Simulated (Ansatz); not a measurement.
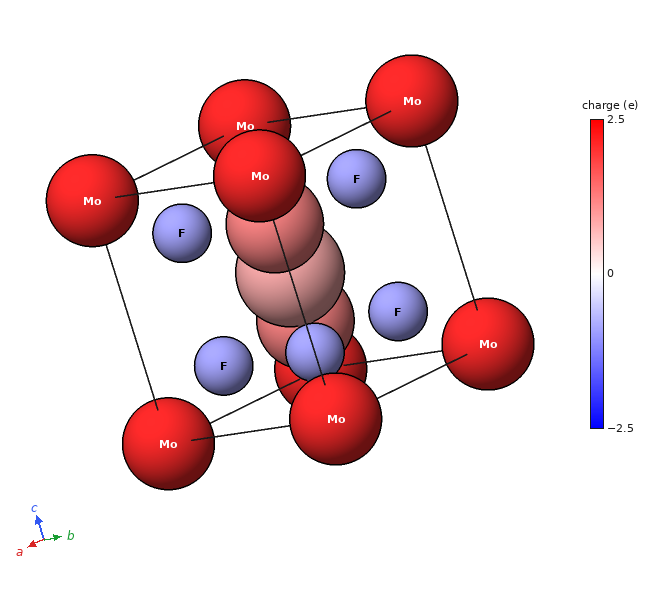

Structure drawing (spheres-only), viewed slightly off an axis. The simulation cell is outlined; an atom on or near a face, edge or corner is repeated at each equivalent position. The atoms of this KSc₂MoF₆ cell are coloured by their Bader charge.

Calculation details: Ansatz 0.2.0, DFT, PAW plane waves, r2SCAN; an energy cutoff of 500 eV, a 7×7×7 grid in reciprocal space, Fermi-Dirac smearing of 0.1 eV, no spin polarisation. The pressure of the cell is 24 GPa.

Which element is the most positive, and which the most negative?

Most positive: Mo; most negative: F. Charges: about K +0.8 e; Sc +1.2 e; Mo +2.1 e; F -0.9 e.

The geometry is that of a generated cell, made by putting these elements into a known structure type (the compound may or may not exist in this form), without relaxation. It was run through Ansatz as a DFT input.

At this level of theory the cell isn't at rest (compressed, at 24 GPa and forces up to 2.7 eV/Å), so its distances can differ from those at equilibrium, the more so the softer the solid.
